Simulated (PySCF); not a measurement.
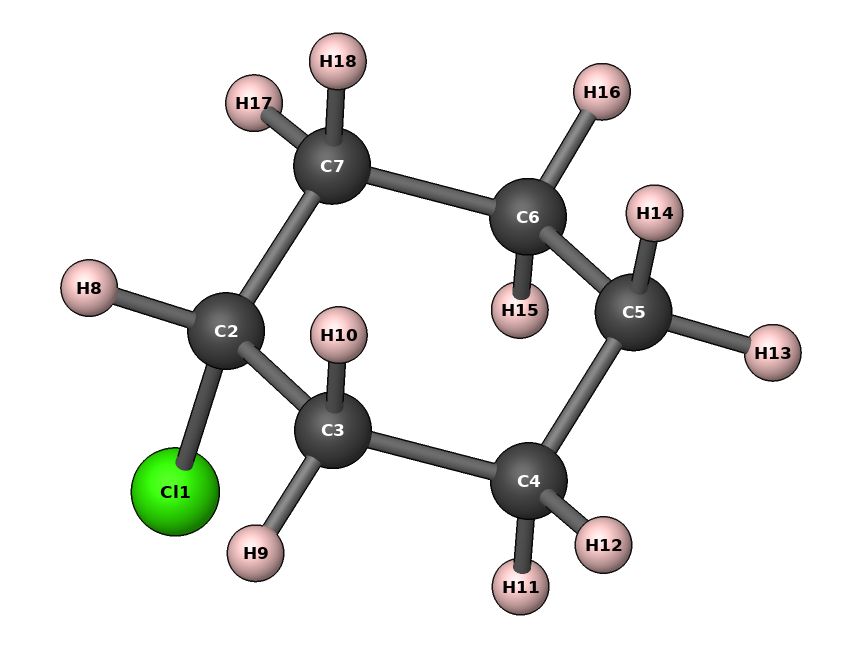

The questions are on isotropic NMR shieldings of the C atoms. Computed geometry: PBE0-D3(BJ)/def2-SVP optimisation. No frequency run is at hand to confirm it as a minimum. Properties computed with GIAO PBE0/pcSseg-1 NMR shielding, non-relativistic, IEF-PCM methanol (PySCF 2.14.0).

Question: Which C atom is the most shielded (lowest chemical shift)?

Answer: C4, C6 (162.7 ppm).

Question: Which C atom is the least shielded (highest chemical shift)?

Answer: C2 (117.2 ppm).

Question: How wide is the range of C shifts?

Answer: 45.5 ppm.

Give the isotropic NMR shieldings of the C atoms atom by atom.

```csv
atom,σ (ppm)
C2,117.2
C3,148.4
C4,162.7
C5,157.1
C6,162.7
C7,148.4
```
